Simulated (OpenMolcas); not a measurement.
Exact exchange and the HOMO–LUMO gap of CH5FGeO

The species is CH5FGeO (9 atoms), meant as a singlet with charge 0. As SMILES, `[CH3][GeH]([OH])[F]`. The coordinates come from a PBE0-D4/def2-TZVP relaxation. This is one conformer, not always the lowest.

The HOMO–LUMO gap y, in eV, basis cc-pVDZ; a is the functional's share of exact exchange. Programs: OpenMolcas 26.06.

| functional | program | a | y (eV) |
| --- | --- | --- | --- |
| PBE | OpenMolcas | 0 | 7.10 |
| revPBE | OpenMolcas | 0 | 7.15 |
| B3LYP | OpenMolcas | 0.2 | ? |
| PBE0 | OpenMolcas | 0.25 | 9.84 |
| BHLYP | OpenMolcas | 0.5 | 12.21 |

Fit y = c + s·a to the known rows and predict B3LYP.


1. Means of the 4 rows: a = 0.1875, y = 9.075.
2. Σ(Δa)² = 0.17188, Σ(Δa·Δy) = 1.7588, so the slope is 1.7588/0.17188 = 10.233.
3. Intercept: 9.075 − (10.233) × 0.1875 = 7.156. The largest residual of the fit is 0.13.
4. B3LYP: 7.156 + (10.233) × 0.2 = 9.20 eV.

The run gave 9.17 eV, so the prediction is off by +0.03 eV, within the largest residual. Exact exchange lowers occupied levels and raises empty ones.

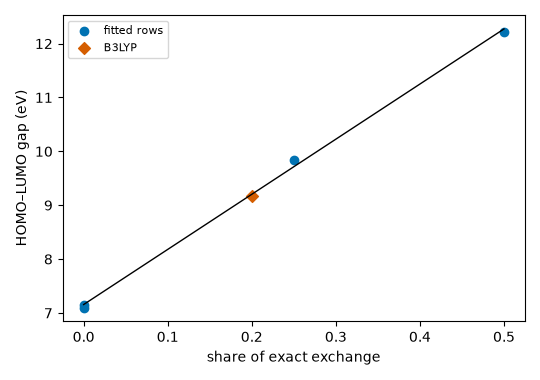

The fitted line, with the withheld row.
